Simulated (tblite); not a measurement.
# Run report: C$_{3}$H$_{11}$ClSSi$_{3}$, geometry relaxation (part 1 of 4)

- system: C$_{3}$H$_{11}$ClSSi$_{3}$
- method: GFN2-xTB geometry optimisation, gas phase (tblite 0.8.0)

It belongs to a series of runs on one base structure; here: C replaced by Si.

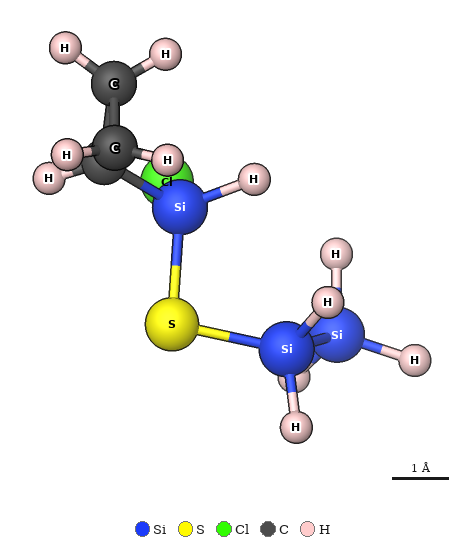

Fig. 1: The structure as given in the input (ball-and-stick view, seen at a tilt). Bond lengths as drawn: Cl–Si 2.04 Å, C–C 1.50 to 1.51 Å, C–H 1.08 to 1.09 Å, C–Si 1.87 Å, H–Si 1.48 to 1.50 Å, Si–Si 2.32 Å and S–Si 2.12 to 2.13 Å.

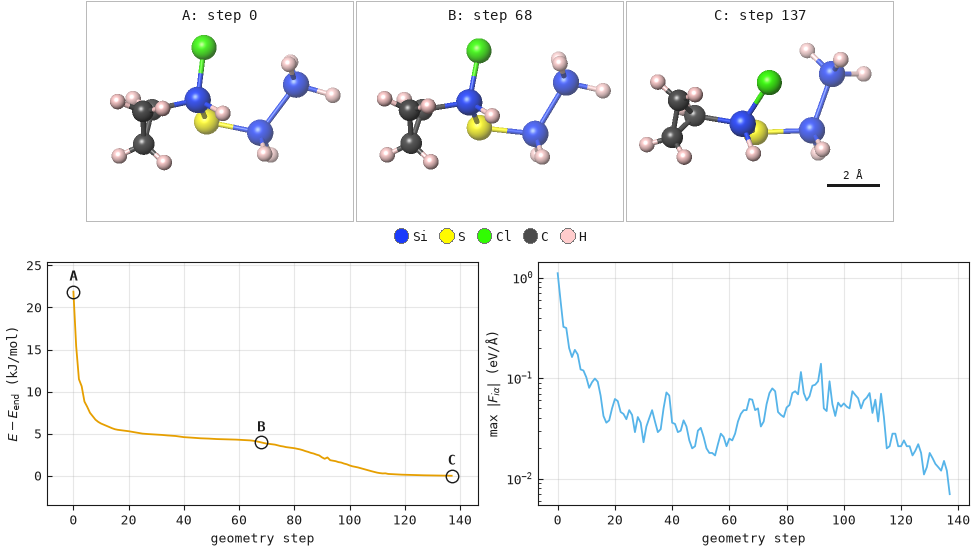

Fig. 2: Frames of the relaxation (ball-and-stick view, seen at a tilt) above the curves, on which the letters mark them (steps are counted from 0).

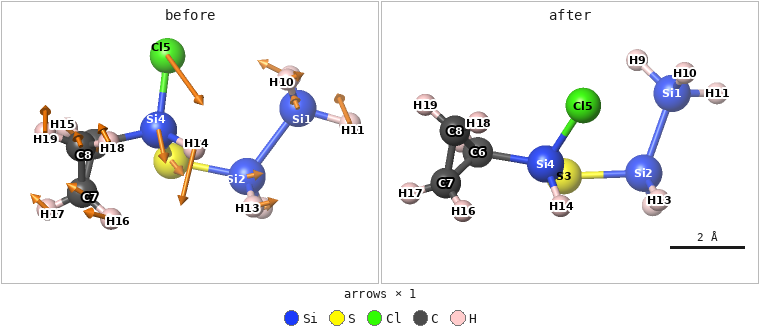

Fig. 3: Before (left) and after (right) the relaxation, at one scale (ball-and-stick view, seen at a tilt). The orange arrows give the displacements, at true length. Over 137 geometry steps the energy falls by 21.9 kJ/mol. The largest force component goes from 1.1 to 0.007 eV/Å. The largest move after the best rigid fit is that of Cl5, 2.07 Å. Largest moves by element: Cl 2.07 Å, H 1.61 Å, Si 1.02 Å, S 0.60 Å, C 0.55 Å. Among the contacts that change: Si2–S3 2.121 → 2.180 Å, Si4–H14 1.494 → 1.458 Å, Si1–H10 1.498 → 1.464 Å, C7–C8 1.511 → 1.489 Å. Among the angles that change: Si1–Si2–H12 108.8° → 117.1°, S3–Si2–H12 107.2° → 99.3°, Si2–S3–Si4 97.8° → 104.3°. (Atoms are counted from 1 in the order of the input.)

The input and output of the run follow.

Input
```
{"job": {"kind": "relax", "xc": "GFN2-xTB", "basis": "xTB"}, "charge": 0, "multiplicity": 1}
Si     3.805000    -0.238900     0.434700
Si     2.196300    -1.247200    -0.897300
S      0.773800     0.071700    -1.755200
Si    -0.268300     0.574900     0.032600
Cl     0.550500     2.263200     0.840000
C     -2.061600     0.904100    -0.392400
C     -3.022200    -0.242000    -0.516000
C     -3.121500     0.708000     0.654700
H      4.490900     0.858700    -0.292600
H      3.153400     0.320000     1.662400
H      4.814200    -1.229100     0.870100
H      2.871100    -1.948900    -2.014300
H      1.457600    -2.293200    -0.117300
H     -0.148800    -0.512800     1.049300
H     -2.182900     1.740700    -1.077300
H     -2.699800    -1.258900    -0.296400
H     -3.782300    -0.182500    -1.281700
H     -2.874300     0.318500     1.634800
H     -3.961000     1.403000     0.666900
```

The first line tells a small driver script what to run in tblite; the rest is the geometry in Å.

Launched with:
```bash
OMP_NUM_THREADS=1 python <driver script> task.json out
```

Log
```
step      E/eV     max force
  0    -682.20722    1.531
  1    -682.27431    0.863
  2    -682.31509    0.439
  3    -682.32384    0.439
  4    -682.34265    0.284
  5    -682.34908    0.196
  6    -682.35643    0.206
  7    -682.36078    0.182
  8    -682.36497    0.187
  9    -682.36769    0.128
 10    -682.36968    0.117
 11    -682.37119    0.104
 12    -682.37257    0.101
 13    -682.37399    0.106
 14    -682.37546    0.101
 15    -682.37667    0.072
 16    -682.37740    0.056
 17    -682.37783    0.045
 18    -682.37821    0.053
 19    -682.37864    0.056
 20    -682.37917    0.066
 21    -682.37976    0.072
 22    -682.38041    0.056
 23    -682.38106    0.054
 24    -682.38165    0.051
 25    -682.38212    0.054
 26    -682.38243    0.048
 27    -682.38266    0.036
 28    -682.38286    0.045
 29    -682.38306    0.037
 30    -682.38325    0.032
 31    -682.38346    0.035
 32    -682.38372    0.043
 33    -682.38404    0.053
 34    -682.38433    0.040
 35    -682.38454    0.032
 36    -682.38474    0.043
 37    -682.38504    0.057
 38    -682.38551    0.075
 39    -682.38607    0.069
 40    -682.38646    0.042
 41    -682.38666    0.036
 42    -682.38681    0.032
 43    -682.38704    0.034
 44    -682.38736    0.040
 45    -682.38767    0.035
 46    -682.38787    0.026
 47    -682.38798    0.023
 48    -682.38809    0.025
 49    -682.38825    0.034
 50    -682.38848    0.041
 51    -682.38870    0.031
 52    -682.38883    0.021
 53    -682.38891    0.019
 54    -682.38898    0.022
 55    -682.38907    0.024
 56    -682.38917    0.026
 57    -682.38927    0.031
 58    -682.38938    0.028
 59    -682.38952    0.029
 60    -682.38969    0.032
 61    -682.38987    0.028
 62    -682.39004    0.031
 63    -682.39022    0.040
 64    -682.39047    0.047
 65    -682.39086    0.056
 66    -682.39140    0.059
 67    -682.39210    0.079
 68    -682.39292    0.077
 69    -682.39374    0.065
 70    -682.39438    0.057
 71    -682.39479    0.043
 72    -682.39515    0.044
 73    -682.39568    0.056
 74    -682.39651    0.088
 75    -682.39742    0.105
 76    -682.39795    0.086
 77    -682.39873    0.051
 78    -682.39914    0.052
 79    -682.39949    0.054
 80    -682.40007    0.058
 81    -682.40072    0.059
 82    -682.40149    0.074
 83    -682.40242    0.079
 84    -682.40364    0.080
 85    -682.40461    0.133
 86    -682.40583    0.077
 87    -682.40665    0.065
 88    -682.40792    0.072
 89    -682.40894    0.090
 90    -682.41132    0.109
 91    -682.41313    0.112
 92    -682.41145    0.184
 93    -682.41486    0.065
 94    -682.41542    0.053
 95    -682.41608    0.108
 96    -682.41722    0.061
 97    -682.41776    0.051
 98    -682.41901    0.081
 99    -682.41987    0.073
100    -682.42125    0.069
101    -682.42232    0.059
102    -682.42306    0.058
103    -682.42372    0.078
104    -682.42469    0.071
105    -682.42566    0.076
106    -682.42665    0.064
107    -682.42747    0.066
108    -682.42846    0.072
109    -682.42937    0.073
110    -682.43019    0.060
111    -682.43076    0.064
112    -682.43117    0.054
113    -682.43102    0.099
114    -682.43178    0.049
115    -682.43198    0.027
116    -682.43222    0.024
117    -682.43236    0.036
118    -682.43253    0.035
119    -682.43269    0.022
120    -682.43280    0.021
121    -682.43292    0.024
122    -682.43303    0.025
123    -682.43313    0.023
124    -682.43322    0.023
125    -682.43332    0.021
126    -682.43340    0.023
127    -682.43347    0.018
128    -682.43352    0.014
129    -682.43359    0.018
130    -682.43367    0.021
131    -682.43376    0.020
132    -682.43383    0.015
133    -682.43389    0.013
134    -682.43393    0.016
135    -682.43398    0.017
136    -682.43401    0.013
137    -682.43403    0.008
```

Trajectory as extended XYZ (Å, eV, eV/Å), 43 of the 138 frames kept, from step=0 to step=137
```
19
Properties=species:S:1:pos:R:3:forces:R:3 step=0 energy=-682.20722
Si    3.8050   -0.2389    0.4347   -0.1110   0.3280   0.2360
Si    2.1963   -1.2472   -0.8973    0.9680  -1.1060   0.4290
S     0.7738    0.0717   -1.7552   -0.2690   0.1150  -0.3620
Si   -0.2683    0.5749    0.0326   -0.0820   0.0050   0.7970
Cl    0.5505    2.2632    0.8400   -0.0820  -0.2370  -0.0780
C    -2.0616    0.9041   -0.3924    0.3110  -0.0460   0.1190
C    -3.0222   -0.2420   -0.5160   -0.2430   0.1300   0.4550
C    -3.1215    0.7080    0.6547   -0.4500  -0.1680  -0.4440
H     4.4909    0.8587   -0.2926   -0.1120  -0.2540   0.2670
H     3.1534    0.3200    1.6624    0.3300  -0.1450  -0.3840
H     4.8142   -1.2291    0.8701   -0.2000   0.2220  -0.0970
H     2.8711   -1.9489   -2.0143   -0.4290   0.2300   0.1090
H     1.4576   -2.2932   -0.1173    0.1160   0.3630  -0.3880
H    -0.1488   -0.5128    1.0493   -0.0160   0.4090  -0.4220
H    -2.1829    1.7407   -1.0773   -0.2500  -0.1440   0.0640
H    -2.6998   -1.2589   -0.2964    0.0570   0.3450  -0.1820
H    -3.7823   -0.1825   -1.2817    0.0430  -0.0400   0.0200
H    -2.8743    0.3185    1.6348    0.1400   0.1640  -0.1610
H    -3.9610    1.4030    0.6669    0.2780  -0.1700   0.0220
19
Properties=species:S:1:pos:R:3:forces:R:3 step=3 energy=-682.32384
Si    3.8016   -0.2256    0.4443    0.0260  -0.0210  -0.0220
Si    2.2386   -1.2871   -0.8781    0.1070   0.1000   0.0300
S     0.7676    0.0661   -1.7572    0.1280  -0.2770   0.3150
Si   -0.2693    0.5781    0.0588   -0.0120   0.0750  -0.1740
Cl    0.5479    2.2529    0.8384    0.0370   0.0170   0.0640
C    -2.0552    0.9011   -0.3851   -0.0990  -0.0130   0.0340
C    -3.0338   -0.2374   -0.5037   -0.0010  -0.0140  -0.0940
C    -3.1358    0.6995    0.6443   -0.0020   0.0530   0.0670
H     4.4861    0.8470   -0.2780    0.0250   0.0180   0.0780
H     3.1700    0.3152    1.6468    0.0610   0.0690   0.0690
H     4.8029   -1.2155    0.8650   -0.0440   0.0920  -0.0100
H     2.8501   -1.9419   -2.0178   -0.1130  -0.0650  -0.2450
H     1.4599   -2.2795   -0.1362   -0.0840  -0.0590  -0.0740
H    -0.1485   -0.4967    1.0325    0.0300  -0.0350   0.0310
H    -2.1969    1.7307   -1.0730   -0.1240  -0.0970   0.0420
H    -2.6951   -1.2429   -0.3054    0.0780   0.0080  -0.0460
H    -3.7793   -0.1842   -1.2808   -0.0210   0.0070  -0.0510
H    -2.8672    0.3293    1.6228    0.0740   0.0560  -0.0060
H    -3.9532    1.4002    0.6671   -0.0670   0.0860  -0.0080
19
Properties=species:S:1:pos:R:3:forces:R:3 step=7 energy=-682.36078
Si    3.8042   -0.2172    0.4504    0.0500   0.0350   0.0490
Si    2.2753   -1.3078   -0.8726    0.0310  -0.1720   0.0030
S     0.7882    0.0130   -1.7103   -0.0940   0.0830  -0.1320
Si   -0.2760    0.5869    0.0537   -0.0050   0.0070   0.1010
Cl    0.5546    2.2530    0.8515   -0.0130  -0.0280   0.0030
C    -2.0671    0.9009   -0.3819   -0.0060   0.0490  -0.0620
C    -3.0402   -0.2370   -0.5073   -0.0100  -0.0200   0.0380
C    -3.1454    0.7033    0.6464   -0.0090  -0.0050  -0.0200
H     4.4947    0.8554   -0.2597    0.0310   0.0690   0.0110
H     3.1885    0.3309    1.6590    0.0150   0.0460   0.0350
H     4.8009   -1.2006    0.8663    0.0840  -0.0310   0.0500
H     2.8119   -1.9481   -2.0655   -0.0630  -0.0110  -0.0670
H     1.4490   -2.2869   -0.1616    0.0470  -0.0950  -0.0120
H    -0.1438   -0.4907    1.0283   -0.0190   0.0130   0.0340
H    -2.2308    1.7177   -1.0708   -0.0350   0.1030  -0.0800
H    -2.6785   -1.2373   -0.3186   -0.0350   0.0170  -0.0100
H    -3.7824   -0.1836   -1.2912    0.0330  -0.0120   0.0460
H    -2.8515    0.3441    1.6219   -0.0510   0.0230  -0.0040
H    -3.9613    1.4133    0.6670    0.0470  -0.0710   0.0180
19
Properties=species:S:1:pos:R:3:forces:R:3 step=10 energy=-682.36968
Si    3.8119   -0.2119    0.4576    0.0310  -0.0340  -0.0100
Si    2.2847   -1.3296   -0.8755    0.0050   0.0770   0.0210
S     0.7856    0.0040   -1.7081   -0.0420   0.0290   0.0320
Si   -0.2804    0.5888    0.0593   -0.0110   0.0050  -0.0700
Cl    0.5562    2.2519    0.8576   -0.0160  -0.0250   0.0010
C    -2.0720    0.9084   -0.3901    0.0030   0.0160   0.0160
C    -3.0412   -0.2372   -0.5054    0.0400   0.0340  -0.0250
C    -3.1459    0.7039    0.6453    0.0290   0.0170  -0.0180
H     4.5026    0.8694   -0.2534   -0.0340  -0.0380   0.0610
H     3.1953    0.3433    1.6698    0.0480  -0.0130  -0.0630
H     4.8138   -1.2010    0.8748   -0.0020   0.0670   0.0180
H     2.7920   -1.9528   -2.0910   -0.0290  -0.0180  -0.0250
H     1.4515   -2.3059   -0.1695    0.0580  -0.1020   0.0000
H    -0.1451   -0.4883    1.0338   -0.0360   0.0150   0.0350
H    -2.2455    1.7271   -1.0805    0.0170  -0.0160   0.0130
H    -2.6770   -1.2373   -0.3227   -0.0100   0.0200   0.0130
H    -3.7812   -0.1849   -1.2898   -0.0210  -0.0150   0.0280
H    -2.8532    0.3507    1.6234   -0.0090   0.0100  -0.0250
H    -3.9618    1.4106    0.6692   -0.0220  -0.0280  -0.0010
19
Properties=species:S:1:pos:R:3:forces:R:3 step=13 energy=-682.37399
Si    3.8187   -0.2142    0.4593   -0.0560  -0.0360  -0.0420
Si    2.2884   -1.3323   -0.8750   -0.0620   0.0000  -0.0480
S     0.7784    0.0046   -1.7053    0.0610  -0.0580   0.0190
Si   -0.2841    0.5893    0.0559   -0.0070  -0.0250   0.0420
Cl    0.5544    2.2475    0.8605   -0.0010   0.0050   0.0100
C    -2.0729    0.9147   -0.3928    0.0070  -0.0050  -0.0030
C    -3.0370   -0.2337   -0.5075   -0.0200  -0.0050  -0.0050
C    -3.1434    0.7069    0.6425   -0.0250   0.0100   0.0150
H     4.5022    0.8718   -0.2424    0.0100   0.0090  -0.0020
H     3.2051    0.3475    1.6663    0.0050  -0.0070  -0.0070
H     4.8216   -1.1929    0.8824    0.0460   0.0020   0.0270
H     2.7775   -1.9563   -2.1043   -0.0360   0.0380   0.0620
H     1.4638   -2.3289   -0.1742    0.0990   0.0010  -0.0390
H    -0.1518   -0.4834    1.0405   -0.0430   0.0460  -0.0170
H    -2.2495    1.7309   -1.0843    0.0230   0.0040   0.0040
H    -2.6776   -1.2341   -0.3225    0.0370   0.0000   0.0140
H    -3.7835   -0.1875   -1.2849   -0.0280   0.0090  -0.0160
H    -2.8552    0.3548    1.6211    0.0380  -0.0120   0.0100
H    -3.9651    1.4048    0.6698   -0.0470   0.0250  -0.0240
19
Properties=species:S:1:pos:R:3:forces:R:3 step=16 energy=-682.37740
Si    3.8190   -0.2211    0.4555    0.0080  -0.0010  -0.0060
Si    2.2863   -1.3341   -0.8788    0.0260  -0.0290   0.0170
S     0.7788   -0.0026   -1.6995   -0.0150  -0.0050  -0.0190
Si   -0.2880    0.5889    0.0567    0.0000   0.0400   0.0280
Cl    0.5526    2.2440    0.8645    0.0040   0.0150   0.0040
C    -2.0745    0.9192   -0.3952   -0.0330  -0.0150  -0.0030
C    -3.0363   -0.2311   -0.5094   -0.0420  -0.0130   0.0340
C    -3.1447    0.7106    0.6414   -0.0300  -0.0140  -0.0040
H     4.5028    0.8742   -0.2325    0.0060  -0.0050  -0.0330
H     3.2146    0.3500    1.6619   -0.0320  -0.0190   0.0090
H     4.8335   -1.1841    0.8921    0.0080  -0.0030  -0.0050
H     2.7602   -1.9551   -2.1107    0.0200   0.0200  -0.0100
H     1.4873   -2.3506   -0.1832    0.0380  -0.0050   0.0070
H    -0.1636   -0.4747    1.0458   -0.0310  -0.0260   0.0230
H    -2.2503    1.7345   -1.0870    0.0180   0.0180  -0.0060
H    -2.6731   -1.2303   -0.3209    0.0210   0.0170  -0.0050
H    -3.7888   -0.1886   -1.2824    0.0110   0.0080  -0.0060
H    -2.8520    0.3578    1.6193    0.0110   0.0120  -0.0120
H    -3.9734    1.4024    0.6672    0.0120   0.0050  -0.0130
19
Properties=species:S:1:pos:R:3:forces:R:3 step=20 energy=-682.37917
Si    3.8220   -0.2232    0.4537    0.0120   0.0190   0.0170
Si    2.2906   -1.3378   -0.8788    0.0030   0.0130  -0.0190
S     0.7752   -0.0077   -1.6964   -0.0120  -0.0160   0.0620
Si   -0.2917    0.5934    0.0618   -0.0150  -0.0420   0.0020
Cl    0.5530    2.2470    0.8676   -0.0030   0.0050  -0.0010
C    -2.0799    0.9196   -0.3965    0.0290   0.0190   0.0110
C    -3.0424   -0.2317   -0.5065    0.0480   0.0200  -0.0400
C    -3.1502    0.7108    0.6407    0.0230   0.0230  -0.0040
H     4.5038    0.8731   -0.2359   -0.0010  -0.0110  -0.0230
H     3.2116    0.3454    1.6602   -0.0170  -0.0220  -0.0120
H     4.8406   -1.1803    0.8951    0.0000  -0.0020  -0.0110
H     2.7584   -1.9497   -2.1168    0.0330   0.0140  -0.0170
H     1.5065   -2.3641   -0.1840    0.0070  -0.0130   0.0190
H    -0.1772   -0.4747    1.0521   -0.0200   0.0210  -0.0150
H    -2.2471    1.7380   -1.0883   -0.0200  -0.0190   0.0080
H    -2.6669   -1.2262   -0.3207   -0.0170  -0.0170   0.0000
H    -3.7904   -0.1882   -1.2830   -0.0120  -0.0160  -0.0030
H    -2.8488    0.3620    1.6168   -0.0220   0.0110   0.0160
H    -3.9769    1.4037    0.6636   -0.0180   0.0120   0.0110
```
